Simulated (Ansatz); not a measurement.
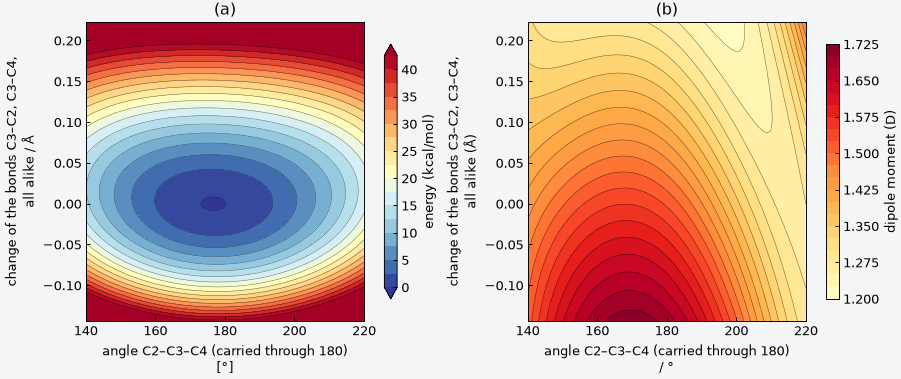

C3H4AlF, SMILES FC=C=[CH][AlH2]. First axis: angle C2–C3–C4 (carried through 180). Second axis: change of the bonds C3–C2, C3–C4, all alike. Nothing is relaxed (all other coordinates rigid). The scan uses an 11 × 11 grid. Points are written as (first, second). Energies are in kcal/mol, from the lowest grid point. These are results of RKS CAM-B3LYP-D4/def2-SVP in Ansatz 0.2.0, not measurements.

Panel (a) is the energy and panel (b) the computed dipole moment on the same grid.

Drawn: filled contours, one colour for all values above the top of the scale. Between grid points the surface is interpolated.

Question: How does the dipole moment vary over the map, and what is it at the lowest grid point?

Answer: Leaving out the highest fifth of the energies, it runs from 1.23 D at (204°, 0.186 Å) to 1.69 D at (180°, −0.144 Å). At the lowest grid point, (180°, 0.003 Å), it is 1.52 D.

```tsv
second ↓, first →	140	148	156	164	172	180	188	196	204	212	220
0.223	1.31	1.28	1.28	1.28	1.28	1.26	1.23	1.22	1.23	1.32	1.48
0.186	1.32	1.31	1.31	1.32	1.32	1.30	1.26	1.23	1.23	1.29	1.42
0.149	1.34	1.34	1.35	1.36	1.36	1.34	1.30	1.25	1.24	1.27	1.38
0.113	1.36	1.37	1.39	1.41	1.40	1.38	1.33	1.28	1.25	1.26	1.34
0.076	1.38	1.41	1.44	1.45	1.45	1.42	1.38	1.32	1.27	1.25	1.31
0.039	1.41	1.45	1.48	1.50	1.50	1.47	1.42	1.35	1.29	1.26	1.29
0.003	1.43	1.48	1.52	1.54	1.54	1.52	1.46	1.39	1.32	1.27	1.28
−0.034	1.46	1.52	1.56	1.59	1.59	1.56	1.51	1.43	1.35	1.29	1.27
−0.071	1.48	1.55	1.60	1.63	1.63	1.61	1.55	1.48	1.39	1.31	1.27
−0.107	1.50	1.58	1.64	1.67	1.67	1.65	1.59	1.51	1.42	1.33	1.28
−0.144	1.51	1.60	1.67	1.71	1.71	1.69	1.63	1.55	1.45	1.35	1.28
```
